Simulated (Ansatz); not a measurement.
**GeH2O (SMILES [O]=[GeH2]) at revPBE/STO-3G**

Aim: the electronic atomisation energy of GeH2O at revPBE/STO-3G, from 4 runs. 

Program for the calculation: Ansatz 0.2.0.

51 further runs of the same task are left out: 3 that didn't finish, 48 set aside as unsound or not needed.

## Step 1: The molecule

The species is GeH2O (4 atoms), meant as a singlet with charge 0. As SMILES, `[O]=[GeH2]`. The shape comes from GFN2-xTB, which is rough for such elements, and wasn't checked as a minimum.

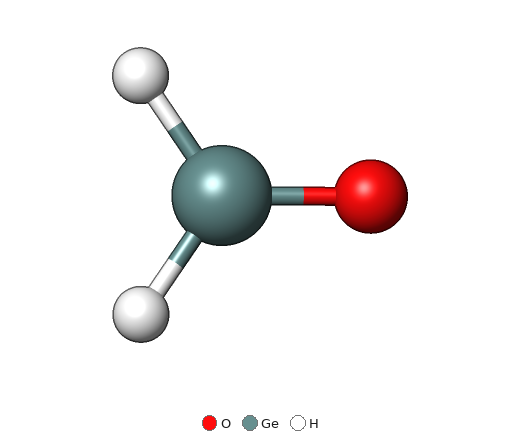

Viewed from a chosen angle; oxygen red, germanium teal, hydrogen white.

## Step 2: The energy at revPBE/STO-3G

File input.yaml:

```yaml
crystal:
  periodic: [false, false, false]
  atoms:
    - {symbol: O, position_ang: [-0.057340, -0.939430, 1.305970]}
    - {symbol: Ge, position_ang: [-0.001210, -0.020580, 0.028630]}
    - {symbol: H, position_ang: [-1.112200, 0.070350, -1.011580]}
    - {symbol: H, position_ang: [1.170750, 0.889670, -0.323020]}
basis:
  gaussian: {orbitals: STO-3G}
hamiltonian: {xc: {name: revPBE}}
total_charge: 0
accuracy: high
```

The run is started by

```
ansatz run input.yaml --threads 1 --pin off --max-ram 2610MiB --events-out events.jsonl --progress --plain --runs-dir runs
```

Log:

```text
Warning: RAYON_NUM_THREADS=1 ignored (pool sized by the plan → 1); use --threads N
Functional definition: revPBE
  name "revPBE"
  parameter kappa = 1.245
  parameter beta = 0.06672455060314922
  exchange = pbe_x(kappa = kappa, mu = beta*pi^2/3)
  correlation = pbe_c(beta = beta)
361 factors; integrals over basis functions are off by at most 2.1e-8 eV
mean field evaluation 1: about -57733.8441 eV, gradient 2.8e2 eV
mean field evaluation 2: about -57680.4808 eV, gradient 2.2e2 eV
mean field evaluation 4: about -57789.2025 eV, gradient 1.4e2 eV
mean field evaluation 8: about -57910.9840 eV, gradient 4.3e0 eV
mean field evaluation 16: about -57911.0184 eV, gradient 1.9e-4 eV
mean field -57911.01835960 eV, -2128.1906712172 hartree, gradient 7.6e-9 eV, S^2 0.000000; 0 other end points of the search recorded, 0 dependent functions left out
reference -57911.01836145 eV, -2128.1906712851 hartree; 21, 21 occupied and 4, 4 virtual orbitals, 361 factors
Total energy: -57911.01836145 eV, -2128.1906712851 hartree
```

Run time: 1.1 s. Hardware: 1 thread of Arm Neoverse V1, shared host; peak memory 0.091 GiB.

## Step 3: The Ge atom at the same level

File job.yaml:

```yaml
crystal:
  periodic: [false, false, false]
  atoms:
    - {symbol: Ge, position_ang: [0.000000, 0.000000, 0.000000]}
basis:
  gaussian: {orbitals: STO-3G}
magnetization: {spin_polarized: true, initial_magnetization: 2}
hamiltonian: {xc: {name: revPBE}}
accuracy: high
```

Run the same way, it converges to -2052.67318 Eh (log not shown).

## Step 4: The H atom, same level

File run.yaml:

```yaml
basis:
  gaussian:
    orbitals: STO-3G
crystal:
  periodic: [false, false, false]
  atoms:
    - symbol: H
      position_ang: [0.000000, 0.000000, 0.000000]
magnetization:
  spin_polarized: true
  initial_magnetization: 1
hamiltonian:
  xc: {name: revPBE}
accuracy: high
```

The run is started by

```
ansatz run run.yaml --threads 1 --pin off --max-ram 2610MiB --events-out events.jsonl --progress --plain --runs-dir runs
```

Log:

```text
Warning: RAYON_NUM_THREADS=1 ignored (pool sized by the plan → 1); use --threads N
Functional definition: revPBE
  name "revPBE"
  parameter kappa = 1.245
  parameter beta = 0.06672455060314922
  exchange = pbe_x(kappa = kappa, mu = beta*pi^2/3)
  correlation = pbe_c(beta = beta)
1 factors; integrals over basis functions are off by at most 4.6e-10 eV
mean field evaluation 1: about -12.7921 eV, gradient 0.0e0 eV
mean field evaluation 2: about -12.7921 eV, gradient 0.0e0 eV
mean field -12.79208501 eV, -0.4701004535 hartree, gradient 0.0e0 eV, S^2 0.750000; 0 other end points of the search recorded, 0 dependent functions left out
reference -12.79208638 eV, -0.4701005037 hartree; 1, 0 occupied and 0, 1 virtual orbitals, 1 factors
Total energy: -12.79208638 eV, -0.4701005037 hartree
```

It took 0.08 s on 1 thread of Arm Neoverse V1, shared host.

## Step 5: The O atom at the same level

File input.yaml:

```yaml
crystal:
  periodic: [false, false, false]
  atoms:
    - {symbol: O, position_ang: [0.000000, 0.000000, 0.000000]}
basis:
  gaussian:
    orbitals: STO-3G
magnetization:
  spin_polarized: true
  initial_magnetization: 2
accuracy: high
hamiltonian:
  xc: {name: revPBE}
```

Run the same way, it converges to -74.01699 Eh (log not shown).

## Step 6: Results

Level: revPBE/STO-3G.

| quantity | value |
| --- | --- |
| molecule: total energy | -2128.19067 Eh |
| Ge atom: total energy | -2052.67318 Eh |
| Ge atom: ⟨S²⟩ | 2.285 |
| H atom: total energy | -0.47010 Eh |
| H atom: ⟨S²⟩ | 0.750 |
| O atom: total energy | -74.01699 Eh |
| O atom: ⟨S²⟩ | 2.000 |
| electronic atomisation energy | 15.246 eV |

Taking the molecule apart into free atoms costs 15.25 eV (1471 kJ/mol), before zero-point energy and without spin-orbit coupling. In a minimal basis such a difference can be off by several eV, whatever the method. ⟨S²⟩ (Ge atom) is 2.28 where a pure triplet has 2.00: the reference is spin-contaminated.
